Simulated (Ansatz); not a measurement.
LiTaO2 (P-3m1): the Drude term of Re ε in the infrared

Re ε of LiTaO2 (P-3m1) along x at low photon energies is read from one computed spectrum; the carriers' damping was typed as γ = 0.1 eV. x, y and z are the Cartesian axes of the input cell.

The structure is trigonal, space group P-3m1 (No. 164). Conventional cell: a = 2.853 Å, b = 2.853 Å, c = 5.577 Å, α = 90.00°, β = 90.00°, γ = 120.00°. Ta on site a is surrounded by 6 O at 2.18 Å. O on site d is surrounded by 3 Li at 2.14 Å and 3 Ta at 2.18 Å. Li on site b has 6 O at 2.14 Å as nearest neighbours.

Method: Ansatz 0.2.0, PBE, independent particles, k-mesh 18×18×8 with interpolation inside its cells, Gaussian parameter 0.2 eV.

Launch of the response step: `ansatz run input.yaml --threads 4 --pin off --max-ram 8192MiB --backend cpu --events-out ev --progress --plain --runs-dir out`. The run took 2.4 min, on 4 threads of Intel(R) Xeon(R) 6975P-C (Granite Rapids), on a shared host.

| photon energy E (eV) | wavelength (µm) | Re ε |
| --- | --- | --- |
| 0.25 | 4.96 | -349.6 |
| 0.30 | 4.13 | -232.1 |
| 0.35 | 3.54 | -158.4 |
| 0.40 | 3.10 | -111.2 |
| 0.50 | 2.48 | ? |
| 0.60 | 2.07 | -44.6 |
| 0.70 | 1.77 | -41.8 |

A Drude term over a constant background gives Re ε = ε_b − ωp²/(E² + γ²), linear in 1/(E² + γ²).

Working, on the rows shown:

| x = 1/(E² + γ²) (eV⁻²) | y = Re ε |
| --- | --- |
| 13.7931 | -349.6 |
| 10 | -232.1 |
| 7.54717 | -158.4 |
| 5.88235 | -111.2 |
| 2.7027 | -44.6 |
| 2 | -41.8 |

Means: x̄ = 6.9876, ȳ = -156.28. Σ(x − x̄)(y − ȳ) = -2645, Σ(x − x̄)² = 100.2. Slope = -2645 / 100.2 = -26.4; intercept = ȳ − slope · x̄ = 28.211. The line misses the rows shown by at most 17.

Q: Predict the last column of the withheld row from the fit.

A: At x = 3.8462 the line gives y = -73.34. The run gave -62.1, so the interpolation is off by 11, 4 % of the range in the table.

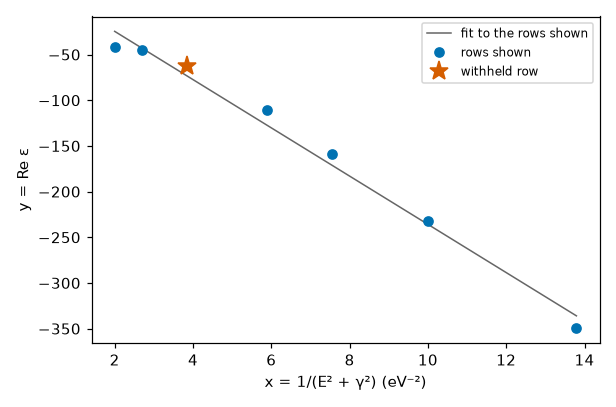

Refitted with all rows, the slope is -26.68 and the intercept 31.639. These give ωp = √(−slope) = 5.17 eV, against 5.61 eV from the program's Fermi-surface sum, and an intercept of 31.6. Taking the program's Drude term off the rows leaves 85 at the lowest energy and 21 at the highest, so the background isn't constant: interband transitions lie in or near the window, and neither fitted number can be trusted. The structure is a model and need not exist. The values come from a sum over the points of one k-mesh and carry its error, which is largest for Fermi-surface quantities. Spin-orbit coupling is left out.
